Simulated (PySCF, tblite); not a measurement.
# C₄H₈N₂Si: geometry, infrared bands and NMR shifts

Aim: predict the infrared bands and NMR shifts of C₄H₈N₂Si (`C#C[C@@H]1CN[SiH2]N1`).

Programs: tblite 0.8.0 and PySCF 2.14.0, with density-fitted response routines of our own. Each step states its level of theory. These are calculated values for one molecule in the gas phase, unless marked as measured. Atoms are numbered from 0 throughout.

### Step 1. Starting geometry

15 atoms, charge 0, multiplicity 1; geometry from: force field or distance geometry start.

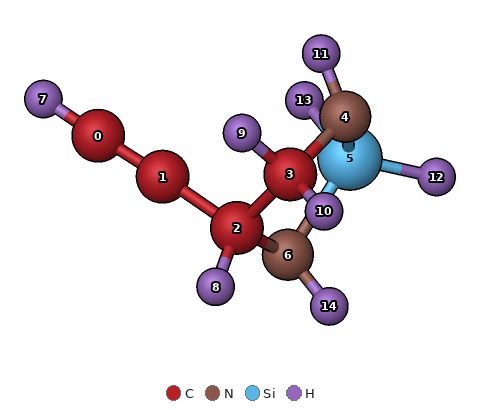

As it starts; carbon red, nitrogen brown, silicon blue, hydrogen purple, atoms numbered.

### Step 2. Relaxing the molecule with GFN2-xTB

Job settings and geometry (Å):

```
{"job": {"kind": "relax", "xc": "GFN2-xTB", "basis": "xTB"}, "charge": 0, "multiplicity": 1}
C      2.571200     0.800900     0.122300
C      1.575400     0.096800     0.267400
C      0.424900    -0.768200     0.470100
C     -0.247000    -0.966900    -0.864100
N     -1.108200     0.125200    -1.169100
Si    -1.392000     0.955000     0.384800
N     -0.498900    -0.230500     1.416900
H      3.419400     1.429000    -0.012700
H      0.751900    -1.774200     0.831000
H      0.589200    -0.920400    -1.606200
H     -0.720800    -1.957700    -1.008700
H     -0.684500     0.832900    -1.814800
H     -2.789300     1.059000     0.752000
H     -0.730000     2.261100     0.398500
H     -1.165500    -0.933800     1.810700
```

Command:

```bash
> OMP_NUM_THREADS=1 python probes_run.py task.json out
```

One launch serves the whole session: the jobs run in the order shown.

**Question.** This job is followed by: GFN2-xTB harmonic vibrations, gas phase; GIAO PBE0/pcSseg-1 NMR shielding, non-relativistic, gas phase. What will the session give for the following? strongest single infrared mode (GFN2-xTB); zero-point energy (GFN2-xTB); 13C shifts against TMS (PBE0/pcSseg-1); 1H shifts against TMS (PBE0/pcSseg-1); 15N shifts against NH3 (PBE0/pcSseg-1); 29Si shifts against TMS (PBE0/pcSseg-1).

The runs gave:

```
                                 quantity                                                value
strongest single infrared mode (GFN2-xTB)                                2208 cm⁻¹, 521 km/mol
             zero-point energy (GFN2-xTB)                                        70.2 kcal/mol
   13C shifts against TMS (PBE0/pcSseg-1)                           93.1, 76.6, 53.7, 47.7 ppm
    1H shifts against TMS (PBE0/pcSseg-1)  5.39, 5.26, 4.27, 3.62, 3.61, 1.76, 0.35, -0.17 ppm
   15N shifts against NH3 (PBE0/pcSseg-1)                                       40.4, 16.8 ppm
  29Si shifts against TMS (PBE0/pcSseg-1)                                            -26.1 ppm
```

What this shows: Relaxing lowered the energy by 0.785 eV in 95 steps; the close pair that moved most is Si5–N6, from 1.808 to 1.724 Å. All 39 modes are real, so the xTB geometry is a minimum. The strongest single mode, at 2208 cm⁻¹, moves mainly H12 and H13. Unscaled tight-binding wavenumbers are off by several per cent, some by more. Its intensities can rank the bands wrongly. At PBE0/pcSseg-1: The widest tensor belongs to C1: span 317 ppm, with a paramagnetic part of -171 ppm.
